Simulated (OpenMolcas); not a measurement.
Single-point calculation of AlH$_{2}$F

AlH$_{2}$F, computed with PBE/STO-3G, UKS (OpenMolcas 26.06).

A bond length was changed on purpose from its optimised value.

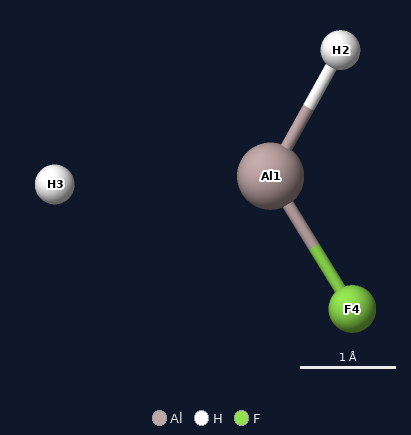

*The structure as given in the input (ball-and-stick view, seen on its broad side; atoms are numbered from 1 in the order of the input). Sticks mark near contacts.*

Input file
```
&GATEWAY
 BasLib=$CurrDir
 Coord
 4
 angstrom
 Al       0.398910      -0.630415       0.011120
 H        1.926220      -0.680965       0.024260
 H       -0.738990       1.358820      -0.019420
 F       -0.448210      -2.036725       0.014580
 Basis=STO-3G
 Group=NoSym

&SEWARD
 GridInput
 Grid=UltraFine
 End of Grid

&SCF
 UHF
 KSDFT=PBE
 Thresholds=1e-10 1e-07 1e-07 1e-05
 Scramble=0.25
 PrOrbitals=1 1
```

Launched with:
```bash
export MOLCAS_MEM=1860
pymolcas calc.input > calc.log
```

The program's output
```
--- Start Module: gateway ---

                                              &GATEWAY

                       available to each process: 1.9 GB of memory, 1 thread

 Basis Set     1 Label: AL.STO-3G
 Basis set is read from library:.
 basistype.tbl is not found

 Basis Set     2 Label: H.STO-3G
 Basis set is read from library:.
 basistype.tbl is not found

 Basis Set     3 Label: F.STO-3G
 Basis set is read from library:.
 basistype.tbl is not found

++    Symmetry information:
      ---------------------

                    Character Table for C1

                             E
                    a        1  x, y, xy, Rz, z, xz, Ry, yz, Rx, I
--

++    Basis set information:
      ----------------------

      Basis set label: AL.STO-3G.........

      Electronic valence basis set:
      ------------------
      Associated Effective Charge  13.000000 au
      Associated Actual Charge     13.000000 au
      Nuclear Model: Point charge

      Shell  nPrim  nBasis  Cartesian Spherical Contaminant
         s       9       3        X
         p       6       2        X

      Basis set label: H.STO-3G.........

      Electronic valence basis set:
      ------------------
      Associated Effective Charge   1.000000 au
      Associated Actual Charge      1.000000 au
      Nuclear Model: Point charge

      Shell  nPrim  nBasis  Cartesian Spherical Contaminant
         s       3       1        X

      Basis set label: F.STO-3G.........

      Electronic valence basis set:
      ------------------
      Associated Effective Charge   9.000000 au
      Associated Actual Charge      9.000000 au
      Nuclear Model: Point charge

      Shell  nPrim  nBasis  Cartesian Spherical Contaminant
         s       6       2        X
         p       3       1        X
--

++    Molecular structure info:
      -------------------------

                    ************************************************
                    **** Cartesian Coordinates / bohr, angstrom ****
                    ************************************************

     Center  Label                x              y              z                     x              y              z
        1      AL1              0.753831      -1.191312       0.021014              0.398910      -0.630415       0.011120
        2      H2               3.640028      -1.286837       0.045845              1.926220      -0.680965       0.024260
        3      H3              -1.396489       2.567798      -0.036698             -0.738990       1.358820      -0.019420
        4      F4              -0.846994      -3.848852       0.027552             -0.448210      -2.036725       0.014580

                    ***************************************
                    *    InterNuclear Distances / bohr    *
                    ***************************************

               1 AL1           2 H2            3 H3            4 F4
    1 AL1      0.000000
    2 H2       2.887885        0.000000
    3 H3       4.331063        6.342833        0.000000
    4 F4       3.102452        5.166975        6.440456        0.000000

                    *******************************************
                    *    InterNuclear Distances / angstrom    *
                    *******************************************

               1 AL1           2 H2            3 H3            4 F4
    1 AL1      0.000000
    2 H2       1.528203        0.000000
    3 H3       2.291900        3.356483        0.000000
    4 F4       1.641747        2.734245        3.408142        0.000000
--

            Nuclear Potential Energy             48.51215573 au

--- Stop Module: gateway /rc=_RC_ALL_IS_WELL_ ---

--- Start Module: seward ---

                                              &SEWARD

                       available to each process: 1.9 GB of memory, 1 thread

               SEWARD will generate:
                  Multipole Moment integrals up to order  2
                  Kinetic Energy integrals
                  Nuclear Attraction integrals (point charge)
                  One-Electron Hamiltonian integrals
                  Velocity integrals
                  Orbital angular momentum around (  0.1356  -2.1663   0.0229 )
                  Velocity quadrupole around (  0.1356  -2.1663   0.0229 )
                  Two-Electron Repulsion integrals

                   Integrals are discarded if absolute value <: 1.00E-14
                   Integral cutoff threshold is set to       <: 1.00E-16

            Nuclear Potential Energy             48.51215573 au

      Basis set specifications :
      Symmetry species         a
      Basis functions           16

--- Stop Module: seward /rc=_RC_ALL_IS_WELL_ ---

--- Start Module: scf ---

                                                &SCF

                       available to each process: 1.9 GB of memory, 1 thread

++    Input section:
      --------------

      Header of the integral files:

      Cartesian coordinates in angstrom:
      -----------------------------------------------------
      No.  Label        X            Y            Z
      -----------------------------------------------------
       1   AL1        0.39891000  -0.63041500   0.01112000
       2   H2         1.92622000  -0.68096500   0.02426000
       3   H3        -0.73899000   1.35882000  -0.01942000
       4   F4        -0.44821000  -2.03672500   0.01458000
      -----------------------------------------------------
      Nuclear repulsion energy =   48.51215573
--

++    Orbital specifications:
      -----------------------

      Symmetry species               1
                                     a
      Frozen orbitals                0
      Occupied orbitals alpha       12
      Occupied orbitals beta        12
      Secondary orbitals alpha       4
      Secondary orbitals beta        4
      Deleted orbitals               0
      Total number of orbitals      16
      Number of basis functions     16
--

      Molecular charge                           0.000

      Numerical integration parameters
      --------------------------------
      Radial quadrature type:                         MHL
      Size of radial grid:                            99
      Lebedev angular grid:                           41
      Angular grid pruned with the crowding factor:  1.00E+10
                                 and fading factor:  1.00E+01
      Screening threshold for integral computation:   1.00E-11
      Radial quadrature accuracy:                     1.00E-25
      Maximum batch size:                             128
      AO values are stored on disk
      The same grid will be used for all iterations.

      DFT functional specifications
      -----------------------------
      Using Libxc version: 6.2.2
      Please cite the following reference:
      S. Lehtola, C. Steigemann, M. J.T. Oliveira, and M. A.L. Marques.,  SoftwareX 7, 1–5 (2018) doi:10.1016/j.softx.2017.11.002

      * Perdew, Burke & Ernzerhof
        - J. P. Perdew, K. Burke, and M. Ernzerhof.,  Phys. Rev. Lett. 77, 3865 (1996) doi:10.1103/PhysRevLett.77.3865
        - J. P. Perdew, K. Burke, and M. Ernzerhof.,  Phys. Rev. Lett. 78, 1396 (1997) doi:10.1103/PhysRevLett.78.1396
      * Perdew, Burke & Ernzerhof
        - J. P. Perdew, K. Burke, and M. Ernzerhof.,  Phys. Rev. Lett. 77, 3865 (1996) doi:10.1103/PhysRevLett.77.3865
        - J. P. Perdew, K. Burke, and M. Ernzerhof.,  Phys. Rev. Lett. 78, 1396 (1997) doi:10.1103/PhysRevLett.78.1396

++    Optimization specifications:
      ----------------------------

      SCF Algorithm: Conventional USCF
      D(i)-D(i-1) density differences are used
      Number of density matrices in core                 5
      Maximum number of NDDO SCF iterations            400
      Maximum number of HF SCF iterations              400
      Threshold for SCF energy change             1.00E-10
      Threshold for density matrix                1.00E-07
      Threshold for Fock matrix                   1.00E-07
      Threshold for linear dependence             1.00E-09
      Threshold at which DIIS is turned on        1.50E-01
      Maximum depth in the DIIS procedure                5
      Maximum depth in the BFGS Hessian update          30
      Threshold at which QNR/C2DIIS is turned on  7.50E-02
      Threshold for Norm(delta) (QNR/C2DIIS)      1.00E-05
      All orbitals punched on: UHFORB
--

      Input vectors read from INPORB
      Orbital file label: *Guess orbitals
      Start orbitals are scrambled in order to introduce symmetry breaking

++ Convergence information
                               UHF PBE        iterations: Energy and convergence statistics

Iter     Tot. PBE        One-elec.       Two-elec.     Energy      Max Dij or  Max Fij      DNorm      TNorm      AccCon     Time
         Energy          Energy          Energy        Change      Delta Norm                                                in Sec.
   1  -338.378907339  -601.889080916   214.998017851   0.00E+00    7.04E-01*   1.49E-01*    7.25E+00   7.31E+01   None         0.
   2  -334.016496728  -588.866001591   206.337349136   4.36E+00*   7.49E-01*   4.31E-01*    7.17E+00   7.24E+01   EDIIS        0.
   3  -332.760732050  -587.023650614   205.750762838   1.26E+00*   6.92E-01*   8.91E-02*    5.97E+00   7.23E+01   EDIIS        0.
   4  -338.320347025  -603.361830414   216.529327663  -5.56E+00*   4.10E-01*   7.57E-02*    3.40E+00   7.39E+01   EDIIS        0.
   5  -338.687009847  -599.091106715   211.891941142  -3.67E-01*   7.95E-01*   7.14E-02*    1.74E+00   7.28E+01   EDIIS        0.
   6  -338.526059066  -605.188352133   218.150137341   1.61E-01*   3.21E-01*   4.36E-02*    2.44E+00   7.38E+01   EDIIS        0.
   7  -338.732539498  -602.224613235   214.979918010  -2.06E-01*   1.20E-01*   3.13E-02*    9.06E-01   7.34E+01   EDIIS        0.
   8  -338.749700837  -600.909854264   213.647997701  -1.72E-02*   1.21E-01*   1.73E-02*    4.32E-01   7.31E+01   c2DIIS       0.
   9  -338.748669995  -600.495744720   213.234919000   1.03E-03*   7.21E-03*   1.05E-02*    4.21E-01   7.31E+01   c2DIIS       0.
  10  -338.757311656  -601.181272901   213.911805519  -8.64E-03*   2.62E-02*   1.32E-03*    4.22E-02   7.32E+01   QNRc2DIIS    0.
  11  -338.757262485  -601.106351162   213.836932951   4.92E-05*   1.94E-02*   3.15E-03*    3.88E-02   7.32E+01   QNRc2DIIS    0.
  12  -338.757326431  -601.156948512   213.887466354  -6.39E-05*   3.95E-03*   5.90E-04*    2.92E-02   7.32E+01   QNRc2DIIS    0.
  13  -338.757328690  -601.151751037   213.882266621  -2.26E-06*   8.84E-04*   1.59E-04*    6.43E-03   7.32E+01   QNRc2DIIS    0.
  14  -338.757328867  -601.155364774   213.885880180  -1.77E-07*   2.72E-04*   8.73E-06*    1.43E-03   7.32E+01   QNRc2DIIS    0.
  15  -338.757328870  -601.155186969   213.885702373  -2.41E-09*   1.01E-04*   6.93E-06*    4.14E-04   7.32E+01   QNRc2DIIS    0.
  16  -338.757328870  -601.155243645   213.885759048  -3.09E-10*   7.12E-06    7.73E-07*    1.52E-04   7.32E+01   QNRc2DIIS    0.
  17  -338.757328870  -601.155240050   213.885755453  -6.37E-12    1.41E-06    1.97E-07*    1.11E-05   7.32E+01   QNRc2DIIS    0.
  18  -338.757328870  -601.155242158   213.885757562  -6.82E-13    3.82E-07    3.71E-08     2.22E-06   7.32E+01   QNRc2DIIS    0.

       Convergence after  18 Iterations
--

 *****************************************************************************************************************************
 *                                             SCF/KS-DFT Program, Final results                                             *
 *                                                       Final Results                                                       *
 *****************************************************************************************************************************

::    Total KS-DFT energy                            -338.7573288702
      One-electron energy                            -601.1552421582
      Two-electron energy                             213.8857575618
      Nuclear repulsion energy                         48.5121557261
      Kinetic energy (interpolated)                   333.4467862934
      Virial theorem                                    1.0159262071
      Total spin, S(S+1)                               -0.0000000000
      Total spin, S                                    -0.0000000000
      Max non-diagonal density matrix element           0.0000001403
      Max non-diagonal Fock matrix element              0.0000000193

      All orbitals with orbital energies smaller than  E(LUMO)+0.5 are printed

++    Molecular orbitals:
      -------------------

      Title: UKS-DFT orbitals (alpha)

      Molecular orbitals for symmetry species 1: a

          Orbital            1         2         3         4         5         6         7         8         9        10
          Energy          -54.7520  -23.8743   -3.7452   -2.2944   -2.2890   -2.2859   -0.9228   -0.2774   -0.1930   -0.1458
          Occ. No.          1.0000    1.0000    1.0000    1.0000    1.0000    1.0000    1.0000    1.0000    1.0000    1.0000

          Orbital           11        12        13        14        15        16
          Energy           -0.1401   -0.0794    0.0935    0.1290    0.3293    0.4321
          Occ. No.          1.0000    1.0000    0.0000    0.0000    0.0000    0.0000

--

      All orbitals with orbital energies smaller than  E(LUMO)+0.5 are printed

++    Molecular orbitals:
      -------------------

      Title: UKS-DFT orbitals (beta)

      Molecular orbitals for symmetry species 1: a

          Orbital            1         2         3         4         5         6         7         8         9        10
          Energy          -54.7520  -23.8743   -3.7452   -2.2944   -2.2890   -2.2859   -0.9228   -0.2774   -0.1930   -0.1458
          Occ. No.          1.0000    1.0000    1.0000    1.0000    1.0000    1.0000    1.0000    1.0000    1.0000    1.0000

          Orbital           11        12        13        14        15        16
          Energy           -0.1401   -0.0794    0.0935    0.1290    0.3293    0.4321
          Occ. No.          1.0000    1.0000    0.0000    0.0000    0.0000    0.0000

--

++    Molecular charges:
      ------------------

      Mulliken charges per centre and basis function type
      ---------------------------------------------------

                            AL1                     H2                      H3                      F4
                     alpha        beta       alpha        beta       alpha        beta       alpha        beta
      1s           2.5712      2.5712      0.6053      0.6053      0.6229      0.6229      1.9817      1.9817
      2px          1.2717      1.2717      0.0000      0.0000      0.0000      0.0000      0.9169      0.9169
      2pz          1.1056      1.1056      0.0000      0.0000      0.0000      0.0000      0.8945      0.8945
      2py          1.2157      1.2157      0.0000      0.0000      0.0000      0.0000      0.8145      0.8145
      Total        6.1642      6.1642      0.6053      0.6053      0.6229      0.6229      4.6076      4.6076
      Total             12.3284                  1.2106                  1.2457                  9.2152

      Charge            0.6716                 -0.2106                 -0.2457                 -0.2152

      Total electronic charge=   24.000000

      Total            charge=   -0.000000
--

++    Molecular orbitals:
      -------------------

      Title: Natural orbitals

      Molecular orbitals for symmetry species 1: a

          Orbital            1         2         3         4         5         6         7         8         9        10
          Energy          -54.7520  -23.8743   -3.7452   -2.2944   -2.2890   -2.2859   -0.9228   -0.2774   -0.1930   -0.1458
          Occ. No.          2.0000    2.0000    2.0000    2.0000    2.0000    2.0000    2.0000    2.0000    2.0000    2.0000

          Orbital           11        12        13        14        15        16
          Energy           -0.1401   -0.0794    0.0935    0.1290    0.3296    0.4317
          Occ. No.          2.0000    2.0000    0.0000    0.0000    0.0000    0.0000

--

++    Molecular properties:
      ---------------------

      Charge (e):
                      =   -0.0000
      Dipole Moment (debye):
      Origin of the operator (angstrom)=    0.0718   -1.1464    0.0121
                   X=  5.6960E-01               Y= -1.1671E+00               Z=  2.1832E-02           Total=  1.2989E+00
      Quadrupole Moment (debye*angstrom):
      Origin of the operator (angstrom)=    0.0718   -1.1464    0.0121
                  XX= -1.7808E+01              XY=  9.9613E-01              XZ= -5.6591E-02              YY= -2.1137E+01
                  YZ=  9.0388E-02              ZZ= -1.2566E+01
      In traceless form (debye*angstrom)
                  XX= -9.5661E-01              XY=  1.4942E+00              XZ= -8.4886E-02              YY= -5.9500E+00
                  YZ=  1.3558E-01              ZZ=  6.9066E+00
--

--- Stop Module: scf /rc=_RC_ALL_IS_WELL_ ---
--- Module scf spent 2 seconds ---

.##################.
.# Happy landing! #.
.##################.

    Timing: Wall=3.43 User=2.84 System=0.58
```

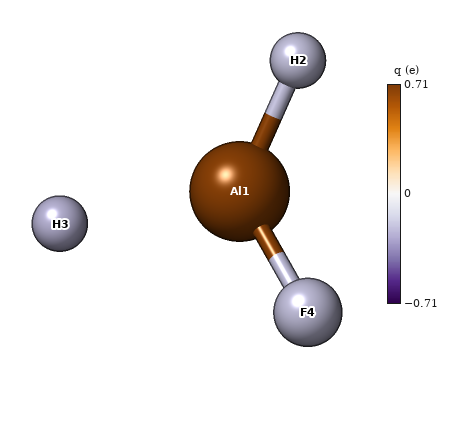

*Mulliken charges, as the colour of each atom (ball-and-stick view, seen at a tilt; atoms are numbered from 1 in the order of the input).*

By element: Al +0.67, H −0.25 to −0.21 and F −0.22 e.

Results in brief

- outcome: converged
- total energy: −338.757329 hartree
- basis functions: 16
- HOMO: −2.16 eV
- LUMO: 2.54 eV
- dipole moment: 1.30 debye
- hardware: 1 thread of Intel Xeon (Granite Rapids), 64 GiB of memory available, shared host
- wall time: 3.6 s
- peak memory: 0.37 GiB
